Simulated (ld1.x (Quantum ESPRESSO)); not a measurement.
# Cobalt: generating and testing a PAW potential, part 2 of 2

Task: generate the file, and judge it by its errors in other configurations, its logarithmic derivatives, its ghosts and its cutoff.

ld1.x (Quantum ESPRESSO) 7.5; PBE, scalar-relativistic. Earlier steps stand in the parts before.

**3. Transferability test**

Co.test.in

```
 &input
   title='Co', zed=27., rel=1, dft='PBE', iswitch=2,
   config='[Ar] 3d7 4s2 4p0'
 /
 &test
   file_pseudo='Co.UPF', nconf=8,
   configts(1)='3s2 3p6 3d7 4s2 4p0',
   configts(2)='3s2 3p6 3d7 4s1 4p0',
   configts(3)='3s2 3p6 3d7 4s0 4p0',
   configts(4)='3s2 3p6 3d6 4s0 4p0',
   configts(5)='3s2 3p6 3d7 4s0 4p1',
   configts(6)='3s2 3p6 3d5 4s0 4p0',
   configts(7)='3s1 3p6 3d7 4s2 4p0',
   configts(8)='3s2 3p6 3d8 4s1 4p0'
 /
```

Launch:

```bash
$ ld1.x < Co.test.in > Co.test.out
```

Co.test.out, the pseudopotential blocks:

```text
     ---------------------- Testing the pseudopotential ----------------------

     Co
     scalar relativistic calculation

     atomic number is 27.00   valence charge is 17.00
     dft =SLA  PW   PBX  PBC   lsd =0 sic =0 latt =0  beta=0.20 tr2=1.0E-14
     mesh =1193 r(mesh) =  99.89935 xmin = -7.00 dx = 0.01250

     n l     nl             e AE (Ry)        e PS (Ry)    De AE-PS (Ry)
     1 0     3S   1( 2.00)       -7.52658       -7.52655       -0.00003
     2 1     3P   1( 6.00)       -4.82419       -4.82414       -0.00005
     3 2     3D   1( 7.00)       -0.60298       -0.60295       -0.00003
     2 0     4S   1( 2.00)       -0.40202       -0.40201       -0.00000
     3 1     4P   1( 0.00)       -0.09383       -0.09383       -0.00000

     eps = 4.6E-15  iter =  6

     Etot =   -2786.294851 Ry,   -1393.147426 Ha,  -37909.472698 eV
     Etotps =  -376.116505 Ry,    -188.058252 Ha,   -5117.325741 eV

     Ekin =     327.569725 Ry,     163.784862 Ha,    4456.813149 eV
     Encl =    -836.232725 Ry,    -418.116363 Ha,  -11377.525840 eV
     Ehrt =     251.172284 Ry,     125.586142 Ha,    3417.373012 eV
     Ecxc =    -118.625788 Ry,     -59.312894 Ha,   -1613.986062 eV
     (Ecc =      -2.698234 Ry,      -1.349117 Ha,     -36.711349 eV)

     ---------------------- End of pseudopotential test ----------------------

     ---------------------- Testing the pseudopotential ----------------------

     Co
     scalar relativistic calculation

     atomic number is 27.00   valence charge is 17.00
     dft =SLA  PW   PBX  PBC   lsd =0 sic =0 latt =0  beta=0.20 tr2=1.0E-14
     mesh =1193 r(mesh) =  99.89935 xmin = -7.00 dx = 0.01250

     n l     nl             e AE (Ry)        e PS (Ry)    De AE-PS (Ry)
     1 0     3S   1( 2.00)       -8.17488       -8.17481       -0.00007
     2 1     3P   1( 6.00)       -5.47350       -5.47343       -0.00007
     3 2     3D   1( 7.00)       -1.24646       -1.24640       -0.00006
     2 0     4S   1( 1.00)       -0.93803       -0.93804        0.00001
     3 1     4P   1( 0.00)       -0.54886       -0.54888        0.00002

     eps = 3.0E-15  iter = 11

     Etot =   -2785.631149 Ry,   -1392.815574 Ha,  -37900.442564 eV
     Etotps =  -375.452723 Ry,    -187.726361 Ha,   -5108.294530 eV
     dEtot_ae =       0.663703 Ry
     dEtot_ps =       0.663782 Ry,   Delta E=      -0.000079 Ry

     Ekin =     326.882073 Ry,     163.441036 Ha,    4447.457167 eV
     Encl =    -824.653210 Ry,    -412.326605 Ha,  -11219.978513 eV
     Ehrt =     240.560180 Ry,     120.280090 Ha,    3272.987991 eV
     Ecxc =    -118.241765 Ry,     -59.120883 Ha,   -1608.761174 eV
     (Ecc =      -2.698234 Ry,      -1.349117 Ha,     -36.711349 eV)

     ---------------------- End of pseudopotential test ----------------------

     ---------------------- Testing the pseudopotential ----------------------

     Co
     scalar relativistic calculation

     atomic number is 27.00   valence charge is 17.00
     dft =SLA  PW   PBX  PBC   lsd =0 sic =0 latt =0  beta=0.20 tr2=1.0E-14
     mesh =1193 r(mesh) =  99.89935 xmin = -7.00 dx = 0.01250

     n l     nl             e AE (Ry)        e PS (Ry)    De AE-PS (Ry)
     1 0     3S   1( 2.00)       -8.92863       -8.92848       -0.00016
     2 1     3P   1( 6.00)       -6.22769       -6.22754       -0.00015
     3 2     3D   1( 7.00)       -1.98916       -1.98904       -0.00012
     2 0     4S   1( 0.00)       -1.53869       -1.53872        0.00003
     3 1     4P   1( 0.00)       -1.07841       -1.07856        0.00015

     eps = 6.4E-15  iter =  9

     Etot =   -2784.397424 Ry,   -1392.198712 Ha,  -37883.656885 eV
     Etotps =  -374.218849 Ry,    -187.109425 Ha,   -5091.506827 eV
     dEtot_ae =       1.897427 Ry
     dEtot_ps =       1.897655 Ry,   Delta E=      -0.000228 Ry

     Ekin =     325.582064 Ry,     162.791032 Ha,    4429.769649 eV
     Encl =    -810.887163 Ry,    -405.443582 Ha,  -11032.681899 eV
     Ehrt =     228.918735 Ry,     114.459368 Ha,    3114.598065 eV
     Ecxc =    -117.832486 Ry,     -58.916243 Ha,   -1603.192642 eV
     (Ecc =      -2.698234 Ry,      -1.349117 Ha,     -36.711349 eV)

     ---------------------- End of pseudopotential test ----------------------

     ---------------------- Testing the pseudopotential ----------------------

     Co
     scalar relativistic calculation

     atomic number is 27.00   valence charge is 17.00
     dft =SLA  PW   PBX  PBC   lsd =0 sic =0 latt =0  beta=0.20 tr2=1.0E-14
     mesh =1193 r(mesh) =  99.89935 xmin = -7.00 dx = 0.01250

     n l     nl             e AE (Ry)        e PS (Ry)    De AE-PS (Ry)
     1 0     3S   1( 2.00)      -10.34477      -10.34487        0.00010
     2 1     3P   1( 6.00)       -7.62638       -7.62645        0.00006
     3 2     3D   1( 6.00)       -3.31966       -3.31979        0.00013
     2 0     4S   1( 0.00)       -2.38146       -2.38124       -0.00022
     3 1     4P   1( 0.00)       -1.82341       -1.82522        0.00181

     eps = 1.1E-15  iter = 13

     Etot =   -2781.761040 Ry,   -1390.880520 Ha,  -37847.787048 eV
     Etotps =  -371.582482 Ry,    -185.791241 Ha,   -5055.637218 eV
     dEtot_ae =       4.533812 Ry
     dEtot_ps =       4.534023 Ry,   Delta E=      -0.000211 Ry

     Ekin =     323.059447 Ry,     161.529724 Ha,    4395.447698 eV
     Encl =    -786.725719 Ry,    -393.362860 Ha,  -10703.948705 eV
     Ehrt =     208.674189 Ry,     104.337094 Ha,    2839.156975 eV
     Ecxc =    -116.590399 Ry,     -58.295199 Ha,   -1586.293187 eV
     (Ecc =      -2.698234 Ry,      -1.349117 Ha,     -36.711349 eV)

     ---------------------- End of pseudopotential test ----------------------

     ---------------------- Testing the pseudopotential ----------------------

     Co
     scalar relativistic calculation

     atomic number is 27.00   valence charge is 17.00
     dft =SLA  PW   PBX  PBC   lsd =0 sic =0 latt =0  beta=0.20 tr2=1.0E-14
     mesh =1193 r(mesh) =  99.89935 xmin = -7.00 dx = 0.01250

     n l     nl             e AE (Ry)        e PS (Ry)    De AE-PS (Ry)
     1 0     3S   1( 2.00)       -8.29043       -8.28987       -0.00055
     2 1     3P   1( 6.00)       -5.58906       -5.58846       -0.00060
     3 2     3D   1( 7.00)       -1.35700       -1.35664       -0.00036
     2 0     4S   1( 0.00)       -1.00643       -1.00633       -0.00011
     3 1     4P   1( 1.00)       -0.60637       -0.60642        0.00005

     eps = 5.9E-16  iter = 11

     Etot =   -2785.236570 Ry,   -1392.618285 Ha,  -37895.074046 eV
     Etotps =  -375.058176 Ry,    -187.529088 Ha,   -5102.926440 eV
     dEtot_ae =       1.058281 Ry
     dEtot_ps =       1.058329 Ry,   Delta E=      -0.000048 Ry

     Ekin =     326.455245 Ry,     163.227623 Ha,    4441.649884 eV
     Encl =    -822.143421 Ry,    -411.071711 Ha,  -11185.831090 eV
     Ehrt =     238.774424 Ry,     119.387212 Ha,    3248.691539 eV
     Ecxc =    -118.144424 Ry,     -59.072212 Ha,   -1607.436773 eV
     (Ecc =      -2.698234 Ry,      -1.349117 Ha,     -36.711349 eV)

     ---------------------- End of pseudopotential test ----------------------

     ---------------------- Testing the pseudopotential ----------------------

     Co
     scalar relativistic calculation

     atomic number is 27.00   valence charge is 17.00
     dft =SLA  PW   PBX  PBC   lsd =0 sic =0 latt =0  beta=0.20 tr2=1.0E-14
     mesh =1193 r(mesh) =  99.89935 xmin = -7.00 dx = 0.01250

     n l     nl             e AE (Ry)        e PS (Ry)    De AE-PS (Ry)
     1 0     3S   1( 2.00)      -11.95396      -11.95556        0.00160
     2 1     3P   1( 6.00)       -9.21411       -9.21550        0.00140
     3 2     3D   1( 5.00)       -4.84765       -4.84918        0.00152
     2 0     4S   1( 0.00)       -3.32737       -3.32649       -0.00088
     3 1     4P   1( 0.00)       -2.68132       -2.69200        0.01068  !

     eps = 5.4E-15  iter =  9

     Etot =   -2777.692752 Ry,   -1388.846376 Ha,  -37792.435173 eV
     Etotps =  -367.513381 Ry,    -183.756690 Ha,   -5000.274280 eV
     dEtot_ae =       8.602099 Ry
     dEtot_ps =       8.603124 Ry,   Delta E=      -0.001024 Ry

     Ekin =     318.935202 Ry,     159.467601 Ha,    4339.334479 eV
     Encl =    -758.425430 Ry,    -379.212715 Ha,  -10318.903661 eV
     Ehrt =     187.066212 Ry,      93.533106 Ha,    2545.165475 eV
     Ecxc =    -115.089364 Ry,     -57.544682 Ha,   -1565.870572 eV
     (Ecc =      -2.698234 Ry,      -1.349117 Ha,     -36.711349 eV)

     ---------------------- End of pseudopotential test ----------------------

     ---------------------- Testing the pseudopotential ----------------------

     Co
     scalar relativistic calculation

     atomic number is 27.00   valence charge is 17.00
     dft =SLA  PW   PBX  PBC   lsd =0 sic =0 latt =0  beta=0.20 tr2=1.0E-14
     mesh =1193 r(mesh) =  99.89935 xmin = -7.00 dx = 0.01250

     n l     nl             e AE (Ry)        e PS (Ry)    De AE-PS (Ry)
     1 0     3S   1( 1.00)       -8.76660       -8.76775        0.00114
     2 1     3P   1( 6.00)       -6.04828       -6.04945        0.00117
     3 2     3D   1( 7.00)       -1.74990       -1.75045        0.00054
     2 0     4S   1( 2.00)       -1.07571       -1.07565       -0.00007
     3 1     4P   1( 0.00)       -0.63798       -0.63863        0.00065

     eps = 6.6E-15  iter = 11

     Etot =   -2778.173056 Ry,   -1389.086528 Ha,  -37798.970037 eV
     Etotps =  -367.992662 Ry,    -183.996331 Ha,   -5006.795232 eV
     dEtot_ae =       8.121796 Ry
     dEtot_ps =       8.123843 Ry,   Delta E=      -0.002047 Ry

     Ekin =     317.842236 Ry,     158.921118 Ha,    4324.463930 eV
     Encl =    -800.893444 Ry,    -400.446722 Ha,  -10896.710420 eV
     Ehrt =     232.195573 Ry,     116.097787 Ha,    3159.181715 eV
     Ecxc =    -117.137028 Ry,     -58.568514 Ha,   -1593.730457 eV
     (Ecc =      -2.698234 Ry,      -1.349117 Ha,     -36.711349 eV)

     ---------------------- End of pseudopotential test ----------------------

     ---------------------- Testing the pseudopotential ----------------------

     Co
     scalar relativistic calculation

     atomic number is 27.00   valence charge is 17.00
     dft =SLA  PW   PBX  PBC   lsd =0 sic =0 latt =0  beta=0.20 tr2=1.0E-14
     mesh =1193 r(mesh) =  99.89935 xmin = -7.00 dx = 0.01250

     n l     nl             e AE (Ry)        e PS (Ry)    De AE-PS (Ry)
     1 0     3S   1( 2.00)       -7.17384       -7.17392        0.00009
     2 1     3P   1( 6.00)       -4.48142       -4.48150        0.00008
     3 2     3D   1( 8.00)       -0.31141       -0.31147        0.00006
     2 0     4S   1( 1.00)       -0.32150       -0.32154        0.00004
     3 1     4P   1( 0.00)       -0.05948       -0.05952        0.00005

     eps = 8.3E-15  iter = 13

     Etot =   -2786.383253 Ry,   -1393.191627 Ha,  -37910.675469 eV
     Etotps =  -376.204799 Ry,    -188.102399 Ha,   -5118.527042 eV
     dEtot_ae =      -0.088402 Ry
     dEtot_ps =      -0.088294 Ry,   Delta E=      -0.000108 Ry

     Ekin =     327.427206 Ry,     163.713603 Ha,    4454.874091 eV
     Encl =    -840.963087 Ry,    -420.481544 Ha,  -11441.885691 eV
     Ehrt =     256.375538 Ry,     128.187769 Ha,    3488.166891 eV
     Ecxc =    -119.044456 Ry,     -59.522228 Ha,   -1619.682333 eV
     (Ecc =      -2.698234 Ry,      -1.349117 Ha,     -36.711349 eV)

     ---------------------- End of pseudopotential test ----------------------
```

Excitation and ionisation energies from 3s2 3p6 3d7 4s2 4p0, with the error of the potential.

```tsv
valence configuration	charge	ΔE all-electron (eV)	error AE − PS (meV)
3s2 3p6 3d7 4s1 4p0	+1	9.030	-1.1
3s2 3p6 3d7 4s0 4p0	+2	25.816	-3.1
3s2 3p6 3d6 4s0 4p0	+3	61.686	-2.9
3s2 3p6 3d7 4s0 4p1	+1	14.399	-0.7
3s2 3p6 3d5 4s0 4p0	+4	117.038	-14
3s1 3p6 3d7 4s2 4p0	+1	110.503	-28
3s2 3p6 3d8 4s1 4p0	0	-1.203	-1.5
```

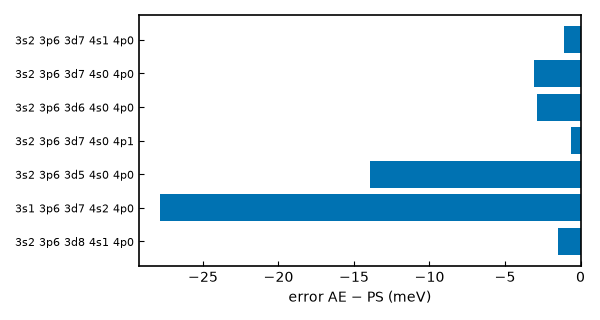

Error of the potential in each test configuration.

**4. Scattering by logarithmic derivatives**

Taken from the files of the generation run. The phase is arctan(r·u′/u) with u = r·R, unwrapped, with energies in Ry. A pole is an energy at which the radial function vanishes at the test radius. The pseudo phase is shifted by a multiple of π to meet the all-electron one at the reference energy. Levels narrower than the energy grid can be missing from the poles. The last column is the largest difference on the grid between −1 and +1 Ry.

| channel | radius (bohr) | reference (Ry) | poles AE | poles PS | window around the reference with phases within 0.05 rad (Ry) | largest difference near zero (rad) |
| --- | --- | --- | --- | --- | --- | --- |
| s | 1.55 | -0.40 | -7.11 | -7.11 | the whole range | 0.000 |
| p | 1.55 | -0.09 | -4.23 | -4.23 | below 2.8 | 0.001 |
| d | 1.55 | -0.60 | 0.44 | 0.44 | the whole range | 0.000 |

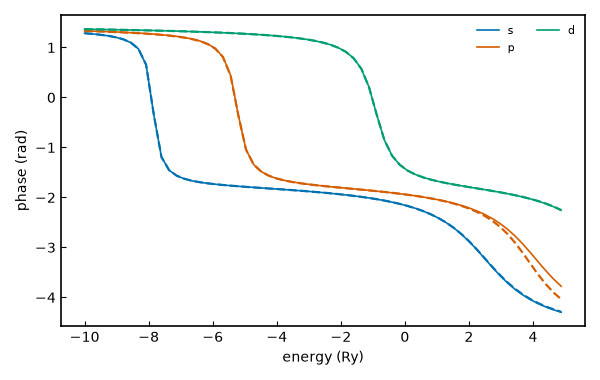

All-electron (solid) and pseudo (dashed) phases against energy.

**5. Cutoff and ghost test in a Bessel basis**

A separate test, outside the generator: the pseudo-atom's Hamiltonian at the reference potential is diagonalised in spherical Bessel functions j_l(qr) that vanish at 20 bohr, with q² up to the cutoff.

All-electron valence levels (Ry): 3s -7.5266, 4s -0.4020, 3p -4.8242, 4p -0.0938, 3d -0.6030. The lowest levels of each channel (Ry) by cutoff; the last column sums, over occupied levels, occupation times the distance from the level at 400 Ry. A positive value at high cutoff is not a bound level.

| cutoff (Ry) | s #1 | s #2 | p #1 | p #2 | d #1 | f #1 | Σ f·Δε (mRy) |
| --- | --- | --- | --- | --- | --- | --- | --- |
| 8 | -6.6126 | -0.2807 | -3.1626 | -0.0314 | 0.0597 | 0.1121 | 16680.4 |
| 15 | -7.3250 | -0.3446 | -4.4524 | -0.0575 | 0.0591 | 0.1121 | 7385.6 |
| 30 | -7.5208 | -0.3837 | -4.8042 | -0.0725 | 0.0399 | 0.1121 | 4670.4 |
| 45 | -7.5261 | -0.3981 | -4.8233 | -0.0828 | -0.3611 | 0.1121 | 1709.4 |
| 60 | -7.5264 | -0.4018 | -4.8236 | -0.0918 | -0.5523 | 0.1121 | 360.7 |
| 90 | -7.5266 | -0.4020 | -4.8242 | -0.0936 | -0.6018 | 0.1121 | 10.3 |
| 100 | -7.5266 | -0.4021 | -4.8242 | -0.0938 | -0.6018 | 0.1121 | 9.9 |
| 140 | -7.5267 | -0.4021 | -4.8243 | -0.0938 | -0.6029 | 0.1121 | 1.5 |
| 160 | -7.5267 | -0.4021 | -4.8243 | -0.0938 | -0.6030 | 0.1121 | 0.9 |
| 200 | -7.5267 | -0.4021 | -4.8243 | -0.0938 | -0.6031 | 0.1121 | 0.5 |
| 400 | -7.5267 | -0.4021 | -4.8243 | -0.0938 | -0.6031 | 0.1121 | 0.0 |

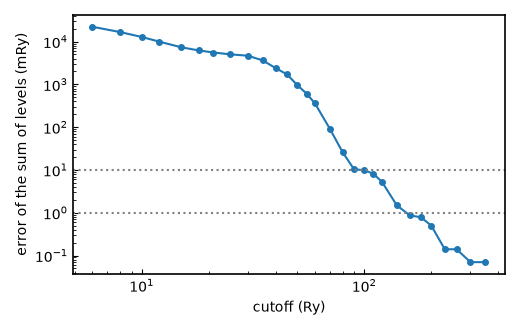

Occupation-weighted error of the valence levels against the cutoff; the dotted lines mark 10 and 1 mRy.

The sum stays within 10 mRy from 100 Ry and within 1 mRy from 160 Ry. The sum leaves out empty levels, which can need more. Ghost test: no level below the all-electron spectrum of its channel (s, p, d, f tested).

**6. Outcome**

This closing draws on all 2 parts.

| quantity | value |
| --- | --- |
| cutoffs for 10 and 1 mRy, occupied levels | 100 Ry and 160 Ry |
| bound ghosts | none found |
| largest test error (AE − PS) | -28 meV, for 3s1 3p6 3d7 4s2 4p0 |
| largest phase difference near zero energy, channels read | 0.001 rad |
| lowest eigenvalue of the overlap (Bessel basis) | 0.009 (s) |

**Reading.** The overlap operator is nearly singular (0.009). The worst unpolarised test, 3s1 3p6 3d7 4s2 4p0, is off by 28 meV on 110.5 eV; by total energies transferability rates as fair. That test lies far up in energy; among those under 40 eV, nearer to bonding, the largest error is 3.1 meV. By its cutoff, 100 Ry for the looser tolerance, it is hard. The slowest occupied level is 3d: taken alone it needs 120 Ry to come within 1 mRy, against 55 Ry for 4s. It is free of bound ghosts as far as tested. Near zero energy the phases of the channels with partial waves agree within 0.001 rad. All of this concerns the isolated atom, not yet a solid.
